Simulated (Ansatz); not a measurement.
# SiC: Al on a Si site, symmetric start

Consider a 16-atom supercell of SiC in the zinc blende structure (space group F-43m, No. 216; a = 4.356 Å) at its relaxed geometry.

It is then changed as follows: a neutral Al on a Si site, symmetric start, atoms relaxed at fixed cell.

Computed with Kohn–Sham DFT with the r2SCAN functional, run in Ansatz (a quantum-chemistry and plane-wave program) with PAW and 500 eV plane waves, without spin-orbit coupling. Γ-centred 5×5×5 mesh, Fermi–Dirac width 0.01 eV.

```json
[
 {"quantity": "largest displacement of a host atom from its site in the perfect cell", "base": "–", "changed": "0.07 Å", "shift": "–"},
 {"quantity": "mean distance from the defect site to its nearest host atoms", "base": "1.89 Å", "changed": "1.95 Å", "shift": "+0.066 Å"}
]
```

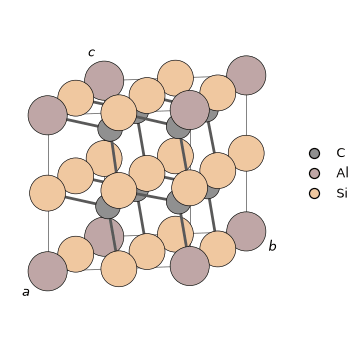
Figure. The relaxed cell after the change

Other magnetic orders, which the real material may have, were not ruled out. In so small a cell the defect repeats every few ångströms: this is an ordered compound, not a dilute defect. The defect started on the symmetric site and kept its symmetry, so it may sit on a saddle. The defect cell is spin-polarised and ends with 0.3 μB, a fractional moment that hangs on the mesh and smearing.
